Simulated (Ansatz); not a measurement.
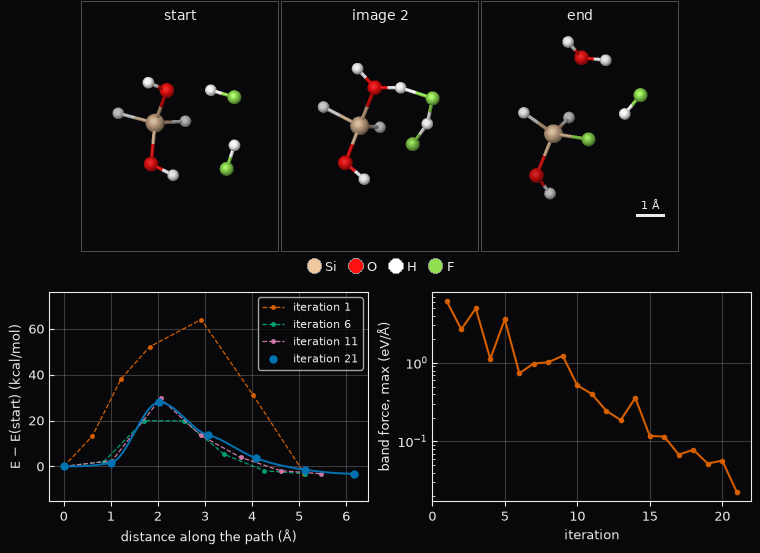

NEB run on SiH6O2F2. Images are numbered from 0 (start) to 6 (end). The plot follows the band through its iterations. Style: ball-and-stick. Shown at a tilt.

The calculation used RHF/def2-SVP in Ansatz 0.2.0. Settings: 5 movable images; climbing image; force threshold 0.03 eV/Å; iteration limit 60; starting path through a guess of the saddle point.

Question: Did the band converge, and can the barrier be trusted?

Answer: The result is final at these settings. The band converged in 21 iterations. The largest component of the band force went from 6.1 to 0.023 eV/Å. The climbing image converged on the top of the path. Its vibrational analysis gives one imaginary mode (950i cm⁻¹), as a transition state must have. The first iteration put the highest image at 64.1 kcal/mol. Forward barrier 28.0 kcal/mol, backward barrier 31.2 kcal/mol, with image 2 at the top; the reaction energy is −3.2 kcal/mol.

Limits of the set-up: Hartree-Fock leaves out electron correlation.

The run took 110 s on 2 threads of AMD EPYC 7R43 64-Core Processor (Zen 3), with other jobs on the host, peak memory 0.23 GiB.
